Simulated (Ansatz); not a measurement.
BFGeH3N (SMILES F[B]1[NH][GeH2]1)

Input

```
crystal:
  periodic: [false, false, false]
  atoms:
    - {symbol: F, position_ang: [-0.998737, -2.247667, 0.212643]}
    - {symbol: B, position_ang: [-0.441542, -1.058965, 0.113002]}
    - {symbol: N, position_ang: [0.618220, -0.372259, 0.617891]}
    - {symbol: Ge, position_ang: [-0.292250, 0.808386, -0.596741]}
    - {symbol: H, position_ang: [1.389126, -0.488768, 1.256784]}
    - {symbol: H, position_ang: [-0.826047, 2.061906, 0.119272]}
    - {symbol: H, position_ang: [0.612531, 1.229267, -1.768551]}
basis:
  gaussian: {orbitals: def2-TZVPP}
hamiltonian: {xc: pbe0, dispersion: d4}
output: {orbitals: {seedname: orbitals}}
```

Launched as:

```sh
ansatz run in.yaml --threads 2 --pin off --events-out ev --progress --plain --max-ram 4352MiB
```

Geometry: PBE0-D4/def2-TZVP.

Level of theory: RKS PBE0-D4/def2-TZVPP in Ansatz.

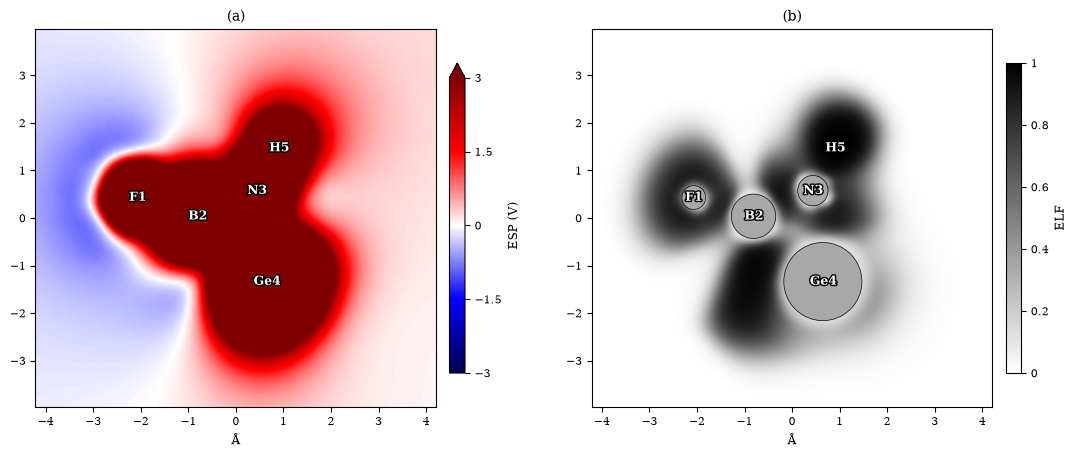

Figure 1. (a) electrostatic potential; (b) ELF on the plane of atoms F1, B2 and Ge4. Grey discs cover the atomic cores in the ELF map.

Read the bonding off the picture.

Answer.
- Atoms in the plane: F, B, N, Ge and H.
- B–F (1.32 Å): the ELF peaks at about 0.85 between the atoms; a polar covalent bond.
- B–N (1.36 Å): the ELF peaks at about 0.90 between the atoms (a short, strongly polar bond).
- Ge–N (1.92 Å): the ELF peaks at about 0.80 in the valence shell of N, 0.6 Å from its nucleus, and is about 0.35 at the midpoint.
- Ge–B (2.00 Å): the ELF peaks at about 0.60 in the valence shell of B, 0.8 Å from its nucleus, and is about 0.50 at the midpoint.
- N–H (1.01 Å): the ELF climbs to about 1 towards the hydrogen, as it does in any bond to H: a covalent bond by its length.
- The ELF also peaks beside F1, away from the bonds: lone-pair regions.
- Outside the dense part of the molecule the potential is most negative (−0.8 V) near F1.

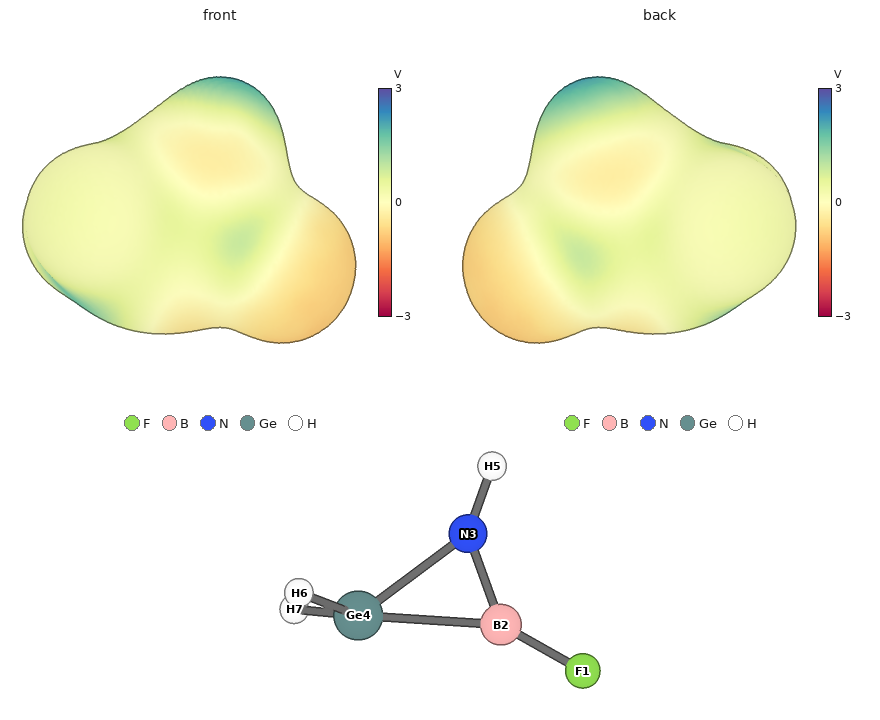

Figure 2. The electrostatic potential painted on the density surface at 0.002 e/bohr³, seen from the front and from behind; the colour scale runs from red (negative) to blue (positive). The bare structure is drawn below in the same view.

Where is the surface potential most negative and most positive?

Answer. The most negative region (about −0.8 V) lies over F1, the most positive (about +2.0 V) over H5.

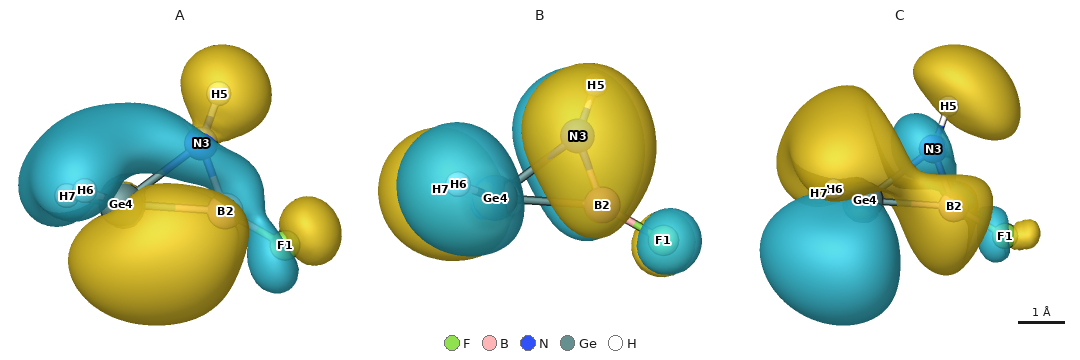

Figure 3. Three frontier orbitals at ±0.06 Å⁻³ᐟ² (yellow and cyan are the two phases), in no order.

Order the three orbitals by energy and name them.

Answer. B is the HOMO−1 (−8.31 eV). Its weight (Hirshfeld) is mainly on N3 (about 45 %), Ge4 (about 15 %), B2 (about 10 %), H6 (about 10 %) and H7 (about 10 %). A is the HOMO (−7.36 eV). Its weight (Hirshfeld) is mainly on Ge4 (about 45 %), B2 (about 25 %), N3 (about 10 %) and F1 (about 5 %). C is the LUMO (−0.65 eV). It lies mainly on Ge4 (about 55 %), B2 (about 15 %), N3 (about 10 %), H5 (about 5 %), H7 (about 5 %) and H6 (about 5 %).

What is the HOMO–LUMO gap?

Answer. 6.71 eV between the orbital energies.
